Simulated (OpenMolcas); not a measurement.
**singlet GeNH4O− at 6 levels**

We compute a comparison of 6 runs (BLYP/def2-SVPD, M06-L/def2-SVPD, PBE/def2-SVPD, r2SCAN/def2-SVPD, MP2/def2-SVPD, CCSD(T)/def2-SVPD) of singlet GeNH4O−. 

The calculation is run with OpenMolcas 26.06.

1 further run of the same task is left out (set aside as unsound or not needed).

## 1. The molecule

GeNH4O−: 7 atoms, total charge -1, spin state singlet. SMILES of the parent species: `[NH][GeH2][OH]`. The coordinates come from a PBE0-D4/def2-TZVP relaxation. This is one conformer, not always the lowest. That shape belongs to the parent species and isn't relaxed for this state.

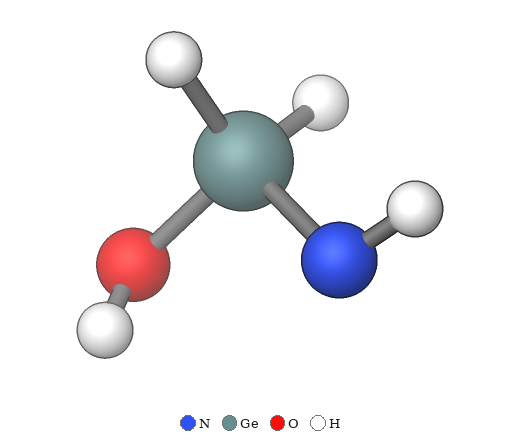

The structure, seen from a chosen angle (nitrogen blue, germanium teal, oxygen red, hydrogen white).

## 2. A single-point energy at BLYP/def2-SVPD (run 1)

Input file test.inp:

```
>>> EXPORT MOLCAS_PRINT=2

&GATEWAY
 BasLib
 $CurrDir
 Coord
 7
 angstrom
 N       -1.180000      -0.629600      -0.704300
 Ge       0.091800       0.357900       0.227300
 O        1.488100      -0.708500       0.454200
 H       -2.073700      -0.127300      -0.724700
 H        0.468500       1.575300      -0.644200
 H       -0.348300       0.758200       1.642900
 H        1.614800      -1.294000      -0.296700
 Basis
 def2-SVPD
 Group
 NoSym

&SEWARD
 GridInput
 Grid=UltraFine
 End of Grid

&SCF
 Charge
 -1
 KSDFT
 BLYP
 Thresholds
 1e-10 1e-07 1e-07 1e-05
 PrOrbitals
 1 1
```

The basis set def2-SVPD is read from a file made from the Basis Set Exchange's data (not shown).

Command:

```console
export MOLCAS_MEM=1860
pymolcas test.inp > test.log
```

Log:

```text
--- Start Module: gateway ---
[...]
--- Stop Module: gateway /rc=_RC_ALL_IS_WELL_ ---
--- Start Module: seward ---
[...]
      Basis functions          113
--- Stop Module: seward /rc=_RC_ALL_IS_WELL_ ---
[...]
--- Start Module: scf ---
[...]
       Convergence after  29 Iterations
[...]
::    Total KS-DFT energy                           -2209.0642906844
[...]
      Total spin, S                                     0.0000000000
[...]
      Total electronic charge=   52.000000
      Total            charge=   -1.000000
[...]
      Dipole Moment (debye):
      Origin of the operator (angstrom)=    0.1271    0.0669    0.1314
                   X=  2.2692E+00               Y=  2.0183E+00               Z=  1.2438E+00           Total=  3.2817E+00
      Center of Charge (angstrom)
[...]
--- Stop Module: scf /rc=_RC_ALL_IS_WELL_ ---
[...]
```

It took 89 s on 1 thread of Intel Xeon Platinum 8259CL at 2.50GHz (Skylake/Cascade Lake), shared host; peak memory 0.68 GiB.

## 3. A single-point energy at M06-L/def2-SVPD (run 2)

Input file test.inp:

```
&gateway
baslib
$CurrDir
coord
7
angstrom
N       -1.180000      -0.629600      -0.704300
Ge       0.091800       0.357900       0.227300
O        1.488100      -0.708500       0.454200
H       -2.073700      -0.127300      -0.724700
H        0.468500       1.575300      -0.644200
H       -0.348300       0.758200       1.642900
H        1.614800      -1.294000      -0.296700
basis
def2-SVPD
group
NoSym
&seward
gridinput
Grid=UltraFine
End of Grid
&scf
charge
-1
ksdft
M06L
thresholds
1e-10 1e-07 1e-07 1e-05
prorbitals
1 1
```

The basis set def2-SVPD is read from a file made from the Basis Set Exchange's data (not shown).

Command:

```console
export MOLCAS_MEM=1860
pymolcas test.inp > test.log
```

Log:

```text
--- Start Module: gateway ---
[...]
--- Stop Module: gateway /rc=_RC_ALL_IS_WELL_ ---
--- Start Module: seward ---
[...]
      Basis functions          113
--- Stop Module: seward /rc=_RC_ALL_IS_WELL_ ---
[...]
--- Start Module: scf ---
[...]
       Convergence after  24 Iterations
[...]
::    Total KS-DFT energy                           -2208.9599082145
[...]
      Total spin, S                                     0.0000000000
[...]
      Total electronic charge=   52.000000
      Total            charge=   -1.000000
[...]
      Dipole Moment (debye):
      Origin of the operator (angstrom)=    0.1271    0.0669    0.1314
                   X=  2.5243E+00               Y=  2.1199E+00               Z=  1.3871E+00           Total=  3.5763E+00
      Center of Charge (angstrom)
[...]
--- Stop Module: scf /rc=_RC_ALL_IS_WELL_ ---
[...]
```

Wall time 1.9 min (1 thread of Intel Xeon Platinum 8259CL at 2.50GHz (Skylake/Cascade Lake), shared host); peak memory 0.68 GiB.

Runs 3 to 5 aren't shown in full; the table further down has their settings and results.

## 4. A single-point energy at CCSD(T)/def2-SVPD (Cholesky decomposition) (run 6)

Input file input.xyz:

```xyz
7

N     -1.180000    -0.629600    -0.704300
Ge     0.091800     0.357900     0.227300
O      1.488100    -0.708500     0.454200
H     -2.073700    -0.127300    -0.724700
H      0.468500     1.575300    -0.644200
H     -0.348300     0.758200     1.642900
H      1.614800    -1.294000    -0.296700
```

Input file mol.input:

```
&gateway
 baslib
 $CurrDir
 coord
 input.xyz
 basis
 def2-SVPD
 group
 NoSym

&seward
 high

&scf
 charge
 -1
 thresholds
 1e-10 1e-07 1e-07 1e-05
 prorbitals
 1 2

&chcc
 frozen
 11
 threshold
 1e-08
 maxiterations
 80

&cht3
 frozen
 11
```

The basis set def2-SVPD is read from a file made from the Basis Set Exchange's data (not shown).

Command:

```console
export MOLCAS_MEM=1860
pymolcas mol.input > mol.log
```

Log:

```text
--- Start Module: gateway ---
[...]
--- Stop Module: gateway /rc=_RC_ALL_IS_WELL_ ---
[...]
      Basis functions          113
[...]
       Convergence after  18 Iterations
[...]
::    Total SCF energy                              -2206.6268055613
[...]
      Total spin, S                                     0.0000000000
[...]
      Total electronic charge=   52.000000
      Total            charge=   -1.000000
[...]
      Dipole Moment (debye):
      Origin of the operator (angstrom)=    0.1271    0.0669    0.1314
                   X=  2.7641E+00               Y=  2.6546E+00               Z=  1.5934E+00           Total=  4.1504E+00
      Center of Charge (angstrom)
[...]
--- Start Module: chcc ---
[...]
--- Stop Module: chcc /rc=_RC_ALL_IS_WELL_ ---
[...]
--- Start Module: cht3 ---
[...]
--- Stop Module: cht3 /rc=_RC_ALL_IS_WELL_ ---
[...]
```

Wall time 24 min (1 thread of Intel Xeon Platinum 8259CL at 2.50GHz (Skylake/Cascade Lake), shared host); peak memory 0.26 GiB.

## 5. Overview of the runs

| run | level | integration grid | frozen core orbitals | energy (Eh) | HOMO energy (eV) | LUMO energy (eV) | HOMO–LUMO gap (eV) | wall time |
| --- | --- | --- | --- | --- | --- | --- | --- | --- |
| 1 | BLYP/def2-SVPD | UltraFine | – | -2209.064291 | 1.73 | 3.90 | 2.17 | 89 s |
| 2 | M06-L/def2-SVPD | UltraFine | – | -2208.959908 | 1.67 | 4.77 | 3.11 | 1.9 min |
| 3 | PBE/def2-SVPD | UltraFine | – | -2208.580416 | 1.63 | 3.90 | 2.27 | 83 s |
| 4 | r2SCAN/def2-SVPD | UltraFine | – | -2208.965866 | 1.46 | 4.53 | 3.07 | 95 s |
| 5 | MP2/def2-SVPD | – | 11 | -2207.274106 | -2.54 | 6.17 | 8.70 | 25 s |
| 6 | CCSD(T)/def2-SVPD (Cholesky decomposition) | – | 11 | -2207.306657 | -2.54 | 6.17 | 8.70 | 24 min |

## 6. What came out

```
                                                    quantity           value
                                         run 6: total energy  -2207.30666 Eh
                  run 6: HOMO energy (Hartree–Fock orbitals)        -2.54 eV
                  run 6: LUMO energy (Hartree–Fock orbitals)         6.17 eV
run 6: HOMO–LUMO gap (to an unbound level, set by the basis)         8.70 eV
         run 6: correlation energy (11 core orbitals frozen)      -679.9 mEh
                                       run 6: (T) correction      -22.65 mEh
```

What this shows: Over runs 1, 2, 3, 4 the HOMO–LUMO gap runs from 2.17 eV (BLYP/def2-SVPD) to 3.11 eV (M06-L/def2-SVPD). The empty levels of an anion lie above zero and hang on the basis. Totals of different functionals can't be ranked against each other. In runs 1, 2, 3, 4 the HOMO lies above zero, so the outermost electron may be held by the basis alone. All runs together took 31 min, the longest 24 min.
